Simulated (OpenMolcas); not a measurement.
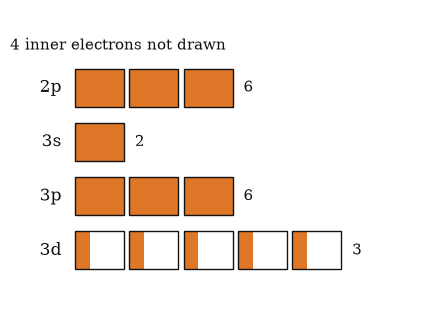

The outer shells of the leading configuration of the lowest level: a box for each of the 2l + 1 orbitals, shaded by the share of the shell that is filled, with the electron count at the right.

**Run report: V²⁺, multiconfigurational calculation (part 1 of 2)**

V²⁺, among 6 point charges of −2 e at 2.03 Å, octahedron (Oh), whose field is part of the energies. Computed at this level: state-averaged CASSCF, active space 3 electrons in the shell 3d, basis ANO-RCC-VTZP, DKH2 scalar Hamiltonian, spin-orbit coupling by RASSI with atomic mean-field integrals (OpenMolcas).

**Key numbers**

- outcome: converged
- energy of the lowest spin-free term: −953.73600 hartree
- energy of the lowest spin-orbit level: −953.73605 hartree
- largest spread among components of a term: 0.0 cm⁻¹
- hardware: 1 thread of Intel Xeon @ 2.90GHz (Ice Lake), 64 GiB of memory available, shared host
- wall time: 56 s

**Notes**

Without dynamic correlation the splittings between terms come out too large, often by 20 to 50 %. To bear in mind: point charges lack covalency, field too small at true ligand charges.

**Input file**
```
&GATEWAY
Coord
1

V 0.0 0.0 0.0
Basis=ANO-RCC-VTZP
Group=XYZ
NoMove
AngMom=0.0 0.0 0.0
AMFI
XField
3 Angstrom 0
2.030000 0.000000 0.000000 -2.000000
0.000000 2.030000 0.000000 -2.000000
0.000000 0.000000 2.030000 -2.000000
&SEWARD
&RASSCF
FileOrb=start.orb
Symmetry=1
Spin=4
nActEl=3 0 0
Inactive=3 6
Ras2=5 0
CIRoot=10 10 1
SDav=10
CIMx=300
Iter=120 100
PrWF=0.3
OrbListing=Nothing
MaxOrb=0
SupSym
1
15 4 5 6 7 8 12 13 14 15 16 17 18 19 20 21
0
LevShft=1.5
>>> COPY $Project.JobIph JOB001
&RASSCF
FileOrb=start.orb
Symmetry=1
Spin=2
nActEl=3 0 0
Inactive=3 6
Ras2=5 0
CIRoot=40 40 1
SDav=40
CIMx=300
Iter=120 100
PrWF=0.3
OrbListing=Nothing
MaxOrb=0
SupSym
1
15 4 5 6 7 8 12 13 14 15 16 17 18 19 20 21
0
LevShft=1.5
>>> COPY $Project.JobIph JOB002
&RASSI
NrOfJobIphs=2 10 40
1 2 3 4 5 6 7 8 9 10
1 2 3 4 5 6 7 8 9 10 11 12 13 14 15 16 17 18 19 20 21 22 23 24 25 26 27
28 29 30 31 32 33 34 35 36 37 38 39 40
IphNames
JOB001
JOB002
EJob
SpinOrbit
DIPRint=1.0
SOCoupling=1000.0
Subsets=2
Property=9
'ANGMOM' 1 'ANGMOM' 2 'ANGMOM' 3 'MLTPL  1' 1 'MLTPL  1' 2 'MLTPL  1' 3
'AMFI' 1 'AMFI' 2 'AMFI' 3
SOProperty=3
'ANGMOM' 1 'ANGMOM' 2 'ANGMOM' 3
```

The file start.orb holds starting orbitals from an earlier step. A driver script formed the levels outside the program, from RASSI's spin-orbit matrix and the active-space energies, averaged over the components of each term or state.

Command:
```bash
OMP_NUM_THREADS=1 MOLCAS_MEM=1689 MOLCAS_PROJECT=a pymolcas a.inp > a.log  # once for each step of the input, in one work folder
```

**The program's output (extracts)**
```
--- SEWARD ---
Basis set label: V.ANO-RCC...6S5P3D2F1G.

      Electronic valence basis set:
      ------------------
      Associated Effective Charge  23.000000 au
      Associated Actual Charge     23.000000 au
      Nuclear Model: Point charge

      Shell  nPrim  nBasis  Cartesian Spherical Contaminant
         s      21       6        X
         p      15       5        X
         d      10       3                 X
         f       6       2                 X
         g       4       1                 X
                  Relativistic Douglas-Kroll-Hess integrals:
                    - DKH order of Hamiltonian: 2
                    - DKH order of Properties : 0
                  Atomic mean-field integrals
--- RASSCF ---
Wave function specifications:
      -----------------------------

      Number of closed shell electrons          18
      Number of electrons in active shells       3
      Max number of holes in RAS1 space          0
      Max nr of electrons in RAS3 space          0
      Number of inactive orbitals                9
      Number of active orbitals                  5
      Number of secondary orbitals              45
      Spin quantum number                      1.5
      State symmetry                             1
Orbital specifications:
      -----------------------

      Symmetry species                           1   2
                                                ag  au
      Frozen orbitals                            0   0
      Inactive orbitals                          3   6
      Active orbitals                            5   0
      RAS1 orbitals                              0   0
      RAS2 orbitals                              5   0
      RAS3 orbitals                              0   0
      Secondary orbitals                        22  23
      Deleted orbitals                           0   0
      Number of basis functions                 30  29
      Number of CSFs                            10
      Number of root(s) required                10
      Iter CI   SX   CI       RASSCF       Energy    max ROT     max BLB   max BLB  Level Ln srch  Step   QN
          iter iter root      energy       change     param      element    value   shift minimum  type update
 Nr of preliminary CI iterations:   1
        1   1   11    0  -953.63104131    0.00E+00  -9.12E-02    5  11 2 -1.23E-01*  0.99   0.00    SX    NO
        2   1   10    0  -953.66718626   -3.61E-02*  4.04E-02    3  11 1 -4.23E-02*  1.03   0.00    SX    NO
        3   1    9    0  -953.67396406   -6.78E-03*  2.80E-02    8  16 1  2.38E-02*  1.03   0.00    SX    NO
        4   1    9    0  -953.67679136   -2.83E-03*  1.78E-02    6  14 1  1.49E-02*  1.02   0.00    SX    NO
        5   1    8    0  -953.67810469   -1.31E-03* -2.43E-02    8  16 1  9.55E-03*  1.02   2.50    LS   YES
        6   1    9    0  -953.67910594   -1.00E-03* -1.32E-02    3  11 1  3.94E-03*  1.01   1.57    LS   YES
        7   1    9    0  -953.67925911   -1.53E-04*  5.04E-03    3  11 1  6.46E-03*  1.01   1.05    QN   YES
        8   1    8    0  -953.67937228   -1.13E-04* -7.34E-03    3  11 1  2.45E-03*  1.01   2.50    LS   YES
        9   1    8    0  -953.67946102   -8.87E-05*  6.28E-03    3  11 1 -3.34E-03*  1.00   1.48    QN   YES
       10   1    8    0  -953.67950454   -4.35E-05* -9.25E-04    3  11 1 -1.65E-03*  1.00   1.18    QN   YES
       11   1    7    0  -953.67950825   -3.71E-06* -3.03E-04    3  11 1 -4.83E-04*  1.00   1.29    QN   YES
       12   1    6    0  -953.67950865   -3.96E-07*  4.16E-05    6  19 1 -4.65E-05   1.00   1.10    QN   YES
       13   1    5    0  -953.67950866   -1.08E-08*  7.32E-06    4   7 2 -2.41E-05   1.00   1.18    QN   YES
       14   1    4    0  -953.67950866   -7.52E-10  -1.63E-06    5   8 2 -7.17E-06   1.00   1.21    QN   YES
      Convergence after 14 iterations
       15   1    4    0  -953.67950866   -5.45E-11  -1.63E-06    5   8 2 -9.29E-07   1.00   1.21    QN   YES
      Natural orbitals and occupation numbers for root  1
      sym 1:   1.000000   1.000000   0.000000   1.000000  -0.000000
      Natural orbitals and occupation numbers for root  2
      sym 1:   1.000000   0.012677   0.987323   0.987323   0.012677
      Natural orbitals and occupation numbers for root  3
      sym 1:   0.987951   1.000000   0.012049   0.012049   0.987951
::    RASSCF root number  1 Total energy:   -953.73600471
::    RASSCF root number  2 Total energy:   -953.70615585
::    RASSCF root number  3 Total energy:   -953.70615585
::    RASSCF root number  4 Total energy:   -953.70615585
::    RASSCF root number  5 Total energy:   -953.67971587
::    RASSCF root number  6 Total energy:   -953.67971587
::    RASSCF root number  7 Total energy:   -953.67971587
::    RASSCF root number  8 Total energy:   -953.63382224
::    RASSCF root number  9 Total energy:   -953.63382224
::    RASSCF root number 10 Total energy:   -953.63382224
--- RASSCF ---
Wave function specifications:
      -----------------------------

      Number of closed shell electrons          18
      Number of electrons in active shells       3
      Max number of holes in RAS1 space          0
      Max nr of electrons in RAS3 space          0
      Number of inactive orbitals                9
      Number of active orbitals                  5
      Number of secondary orbitals              45
      Spin quantum number                      0.5
      State symmetry                             1
Orbital specifications:
      -----------------------

      Symmetry species                           1   2
                                                ag  au
      Frozen orbitals                            0   0
      Inactive orbitals                          3   6
      Active orbitals                            5   0
      RAS1 orbitals                              0   0
      RAS2 orbitals                              5   0
      RAS3 orbitals                              0   0
      Secondary orbitals                        22  23
      Deleted orbitals                           0   0
      Number of basis functions                 30  29
      Number of CSFs                            40
      Number of root(s) required                40
      Iter CI   SX   CI       RASSCF       Energy    max ROT     max BLB   max BLB  Level Ln srch  Step   QN
          iter iter root      energy       change     param      element    value   shift minimum  type update
 Nr of preliminary CI iterations:   1
        1   1    8    0  -953.59089498    0.00E+00   1.39E-02    4  12 1 -9.61E-03*  0.98   0.00    SX    NO
        2   1    9    0  -953.59202138   -1.13E-03*  8.03E-03    5  12 2 -9.75E-03*  0.96   0.00    SX    NO
        3   1    9    0  -953.59246401   -4.43E-04* -6.26E-03    5  12 2 -4.71E-03*  0.96   0.00    SX    NO
        4   1    9    0  -953.59269156   -2.28E-04*  4.63E-03    5  12 2 -3.35E-03*  0.95   0.00    SX    NO
        5   1    8    0  -953.59281437   -1.23E-04*  6.74E-03    5  12 2 -2.31E-03*  0.95   2.50    LS   YES
        6   1    8    0  -953.59292637   -1.12E-04* -5.87E-03    4  12 1 -9.97E-04*  0.95   1.90    LS   YES
        7   1    8    0  -953.59295880   -3.24E-05* -7.11E-04    8  16 1  7.47E-04*  0.94   1.03    QN   YES
        8   1    7    0  -953.59296253   -3.74E-06*  8.74E-04    8  16 1  4.20E-04*  0.94   2.23    LS   YES
        9   1    7    0  -953.59296418   -1.64E-06* -2.26E-04    8  21 1  2.48E-04*  0.94   1.00    QN   YES
       10   1    6    0  -953.59296455   -3.75E-07* -1.72E-04    3  11 1  1.33E-04*  0.94   1.76    LS   YES
       11   1    7    0  -953.59296464   -8.66E-08*  8.94E-05    3  11 1  1.85E-04*  0.94   1.00    QN   YES
       12   1    5    0  -953.59296468   -3.87E-08* -2.41E-05    5   9 2  2.53E-05   0.94   1.17    QN   YES
       13   1    4    0  -953.59296468   -1.59E-09   1.64E-06    5   9 2  6.74E-06   0.94   1.07    QN   YES
      Convergence after 13 iterations
       14   1    4    0  -953.59296468   -5.99E-11   1.64E-06    5  15 2 -1.87E-06   0.94   1.07    QN   YES
      Natural orbitals and occupation numbers for root  1
      sym 1:   0.948914   0.062667   0.016919   0.961032   1.010468
      Natural orbitals and occupation numbers for root  2
      sym 1:   0.998029   0.016919   0.062667   0.985910   0.936475
      Natural orbitals and occupation numbers for root  3
      sym 1:   0.912270   0.031672   0.993725   0.974827   0.087505
::    RASSCF root number  1 Total energy:   -953.66717728
::    RASSCF root number  2 Total energy:   -953.66717727
::    RASSCF root number  3 Total energy:   -953.66401134
::    RASSCF root number  4 Total energy:   -953.66401134
::    RASSCF root number  5 Total energy:   -953.66401134
::    RASSCF root number  6 Total energy:   -953.65259244
::    RASSCF root number  7 Total energy:   -953.64658709
::    RASSCF root number  8 Total energy:   -953.64658709
::    RASSCF root number  9 Total energy:   -953.64658709
::    RASSCF root number 10 Total energy:   -953.63604676
::    RASSCF root number 11 Total energy:   -953.63604676
::    RASSCF root number 12 Total energy:   -953.63604676
::    RASSCF root number 13 Total energy:   -953.63393019
::    RASSCF root number 14 Total energy:   -953.63393019
::    RASSCF root number 15 Total energy:   -953.63393019
::    RASSCF root number 16 Total energy:   -953.63183781
::    RASSCF root number 17 Total energy:   -953.63183781
::    RASSCF root number 18 Total energy:   -953.60940486
::    RASSCF root number 19 Total energy:   -953.60940486
::    RASSCF root number 20 Total energy:   -953.60940486
::    RASSCF root number 21 Total energy:   -953.59537047
::    RASSCF root number 22 Total energy:   -953.59537047
::    RASSCF root number 23 Total energy:   -953.59537047
::    RASSCF root number 24 Total energy:   -953.58575263
::    RASSCF root number 25 Total energy:   -953.58575263
::    RASSCF root number 26 Total energy:   -953.58575263
::    RASSCF root number 27 Total energy:   -953.57471569
::    RASSCF root number 28 Total energy:   -953.56746149
::    RASSCF root number 29 Total energy:   -953.56746149
::    RASSCF root number 30 Total energy:   -953.56746149
```

(Continued in part 2.)
